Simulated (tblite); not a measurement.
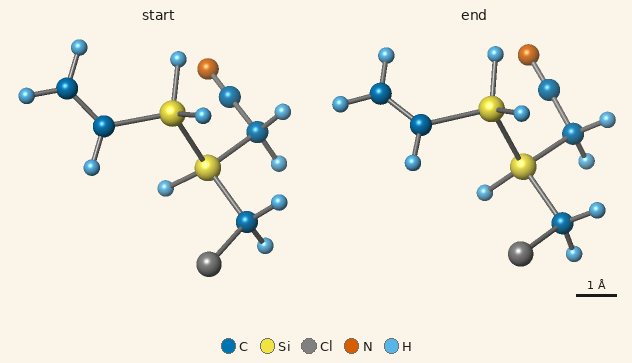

The structure of C₅H₁₀ClNSi₂ before (left) and after (right) a relaxation, at one scale.

Style: ball-and-stick. Shown from a free direction.

All numbers below come from GFN2-xTB geometry optimisation, gas phase (tblite 0.8.0). 

What changed between the two?

The atom that moves furthest after the best rigid fit is an H atom (0.59 Å). Largest moves by element: H 0.59 Å, N 0.50 Å, Cl 0.33 Å, C 0.24 Å, Si 0.17 Å. Some distances before and after: Si–Si 2.241 → 2.330 Å, C–Si 1.804 → 1.881 Å, C–Si 1.878 → 1.933 Å, C–H 1.132 → 1.088 Å. Among the angles between lasting bonds that change: Si–Si–H 109.1° → 118.1°, C–Si–H 112.4° → 104.7°, Si–C–H 107.0° → 114.2°. Groups turn about C–Si by about 25°. The energy falls by 0.539 eV in 123 geometry steps.
